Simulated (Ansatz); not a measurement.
Consider Pt in the fcc (Cu type) structure (space group Fm-3m, No. 225; a = 3.942 Å; relaxed with 0.1 eV smearing). Axes: x, y, z lie along the cube axes.

Structures relaxed with Ansatz (a quantum-chemistry and plane-wave program), r2SCAN, PAW, cutoff 500 eV, no spin-orbit coupling.

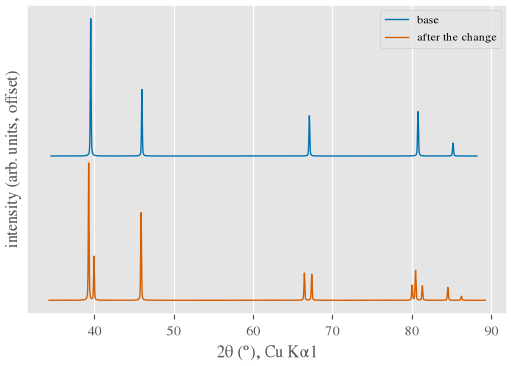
Fig. 1. Simulated powder patterns before (top) and after one change

Problem. Name the change that was made.
A) biaxial strain +0.83 %, plane normal [111], relaxed out of plane
B) biaxial strain +1.67 %, plane normal [111], relaxed out of plane
C) biaxial strain +2.08 %, plane normal [111], relaxed out of plane
D) biaxial strain +2.50 %, plane normal [111], relaxed out of plane

Solution. A, biaxial strain +0.83 %, plane normal [111], relaxed out of plane. Its volume per atom is 15.41 Å³ against 15.31 Å³, and its space group is R-3m (No. 166).

Whether these cells are dynamically stable was not tested. All final runs are without spin polarisation. Pt lies near a magnetic instability that expansion can trigger; it was not tested.
